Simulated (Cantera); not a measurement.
Feed: 1 mol Ta, 1.4 mol CH₄, 2.6 mol H₂, equilibrated at 0.00975 Torr.

These are equilibrium values from Cantera (NASA tables, ideal gas, pure condensed phases), not measurements of a reactor. Candidate condensed phases: C, C₆H₆, C₇H₈, C₈H₁₈, Ta, TaC; 77 gas species. TaC: taken at fixed stoichiometry. Condensed phases not in the tables: Ta₂C. The numbers say what is thermodynamically allowed, not how fast it happens.

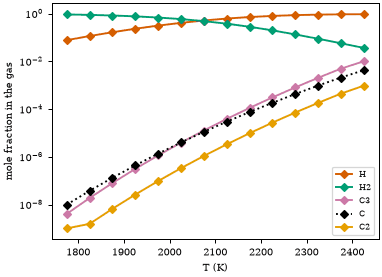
Figure: Equilibrium gas composition (values under 1e-9 drawn at 1e-9)

From 1775 K to 2375 K the condensed part is C(graphite) + TaC(s). At 2425 K the condensed part is TaC(s).
